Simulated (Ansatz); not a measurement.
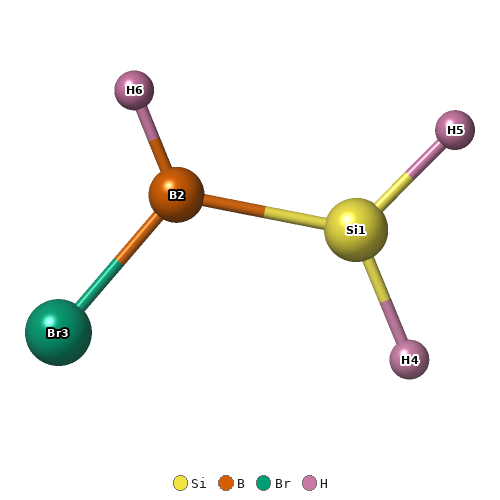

The system is BBrH3Si, SMILES [SiH2]BBr, spin multiplicity 2; the picture shows the reference structure. The first coordinate is: bond length Si1–B2; the second: angle Si1–B2–Br3. Nothing is relaxed (all other coordinates rigid). The grid has 13 × 13 points. Energies: kcal/mol, counted from the lowest grid point. Theory: Ansatz 0.2.0, UKS PBE0-D4/def2-TZVP.

Its coordinates:

```yaml
atoms:
  - { symbol: Si, position_ang: [-0.6780, 0.4584, -0.4736] }
  - { symbol: B, position_ang: [0.7631, -0.3199, 0.5423] }
  - { symbol: Br, position_ang: [0.9536, -2.2224, 0.5915] }
  - { symbol: H, position_ang: [-1.6658, -0.3415, -1.2329] }
  - { symbol: H, position_ang: [-0.9107, 1.9185, -0.5745] }
  - { symbol: H, position_ang: [1.5550, 0.3278, 1.1512] }
```

Range: bond length Si1–B2 from 1.657 to 2.698 Å; angle Si1–B2–Br3 from 84.3 to 154.3°.

Q: Predict the map.

A: The lowest grid point is at bond length Si1–B2 = 1.918 Å, angle Si1–B2–Br3 = 119.3°. It is the only kind of minimum in the scanned range. The highest grid point, bond length Si1–B2 = 2.698 Å, angle Si1–B2–Br3 = 84.3°, lies 62.8 kcal/mol above the lowest. Round the minimum the two coordinates are nearly uncoupled.

| angle Si1–B2–Br3 ↓, bond length Si1–B2 → | 1.657 | 1.744 | 1.831 | 1.918 | 2.004 | 2.091 | 2.178 | 2.265 | 2.351 | 2.438 | 2.525 | 2.611 | 2.698 |
| --- | --- | --- | --- | --- | --- | --- | --- | --- | --- | --- | --- | --- | --- |
| 154.3 | 32.9 | 21.5 | 16.0 | 14.6 | 16.0 | 19.4 | 23.9 | 29.2 | 34.8 | 40.6 | 46.5 | 52.3 | 57.9 |
| 148.5 | 29.4 | 17.6 | 11.8 | 10.3 | 11.5 | 14.8 | 19.3 | 24.7 | 30.4 | 36.3 | 42.4 | 48.3 | 54.2 |
| 142.7 | 26.4 | 14.4 | 8.4 | 6.7 | 7.8 | 11.0 | 15.6 | 20.9 | 26.7 | 32.8 | 39.0 | 45.1 | 51.2 |
| 136.8 | 24.1 | 11.8 | 5.6 | 3.8 | 4.9 | 8.0 | 12.6 | 18.0 | 23.8 | 30.0 | 36.3 | 42.6 | 48.8 |
| 131.0 | 22.4 | 10.0 | 3.7 | 1.7 | 2.7 | 5.9 | 10.5 | 15.9 | 21.8 | 28.1 | 34.5 | 40.9 | 47.2 |
| 125.2 | 21.5 | 8.9 | 2.5 | 0.4 | 1.5 | 4.6 | 9.2 | 14.7 | 20.7 | 26.9 | 33.4 | 39.8 | 46.2 |
| 119.3 | 21.2 | 8.5 | 2.1 | 0.0 | 1.0 | 4.2 | 8.8 | 14.3 | 20.3 | 26.6 | 33.1 | 39.5 | 45.9 |
| 113.5 | 21.8 | 9.0 | 2.5 | 0.5 | 1.5 | 4.7 | 9.3 | 14.8 | 20.8 | 27.1 | 33.6 | 40.1 | 46.4 |
| 107.7 | 23.4 | 10.6 | 4.0 | 1.9 | 2.9 | 6.1 | 10.7 | 16.3 | 22.2 | 28.5 | 35.0 | 41.4 | 47.7 |
| 101.8 | 26.4 | 13.4 | 6.8 | 4.6 | 5.6 | 8.7 | 13.3 | 18.8 | 24.8 | 31.0 | 37.4 | 43.7 | 49.9 |
| 96.0 | 31.2 | 18.0 | 11.2 | 8.8 | 9.6 | 12.6 | 17.1 | 22.5 | 28.4 | 34.5 | 40.8 | 47.0 | 53.0 |
| 90.2 | 38.8 | 25.0 | 17.7 | 15.0 | 15.6 | 18.3 | 22.5 | 27.7 | 33.3 | 39.3 | 45.4 | 51.4 | 57.3 |
| 84.3 | 51.3 | 36.2 | 27.9 | 24.4 | 24.2 | 26.4 | 30.2 | 34.9 | 40.1 | 45.8 | 51.6 | 57.3 | 62.8 |

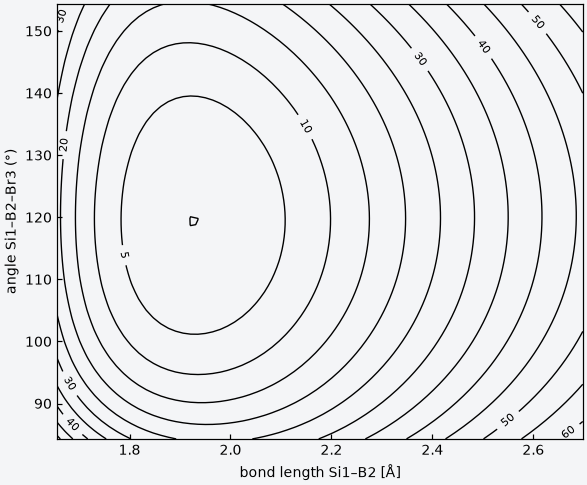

The picture shows contour lines labelled in kcal/mol. Between grid points the surface is interpolated.

Each point was launched as `ansatz run input.yaml --threads 1 --pin off --max-ram 2560MiB --backend cpu --events-out ev --progress --plain --runs-dir out`. The whole map (169 points run) took 26 min on 1 thread of Arm Neoverse V2, on a shared host.
